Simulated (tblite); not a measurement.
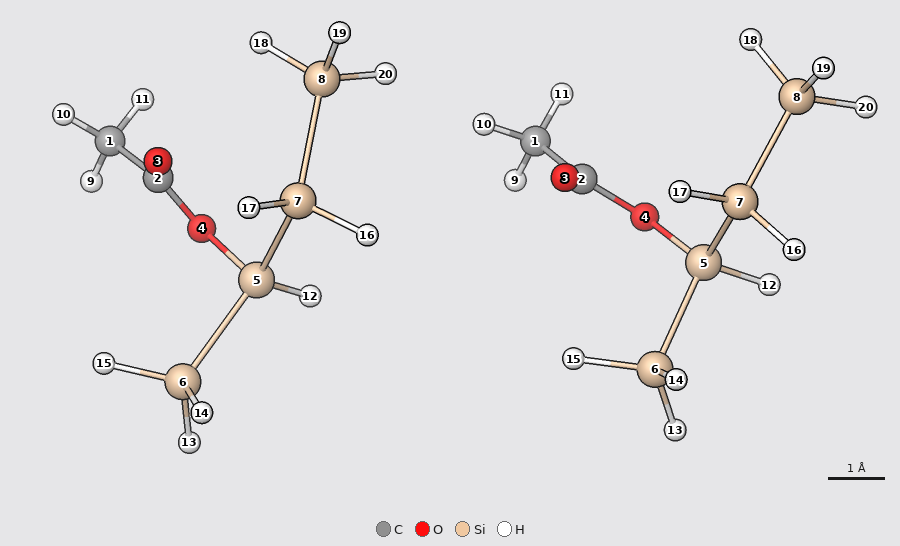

Two geometries of C₂H₁₂O₂Si₄, drawn at one scale. One is the start of a relaxation, the other its converged end. Style: ball-and-stick. Shown at a tilt.

Level of theory: GFN2-xTB geometry optimisation, gas phase (tblite 0.8.0). 

Q: Which of the two is the end point?

A: The left one is the relaxed one. After 169 geometry steps the energy has fallen by 109.0 kJ/mol. H19 moves most after the best rigid fit: 0.93 Å. Largest moves by element: H 0.93 Å, O 0.85 Å, Si 0.57 Å, C 0.53 Å. Among the contacts that change: Si5–Si7 2.199 → 2.325 Å, Si7–Si8 2.206 → 2.318 Å, C2–O4 1.387 → 1.306 Å, Si5–Si6 2.251 → 2.326 Å. Among the angles between lasting bonds that change: Si6–Si5–Si7 106.5° → 122.2°, O4–Si5–H12 107.3° → 93.2°, O4–Si5–Si7 116.1° → 106.5°. Cost: 3.5 s on 1 thread of Arm Neoverse N1, with other jobs on the host.
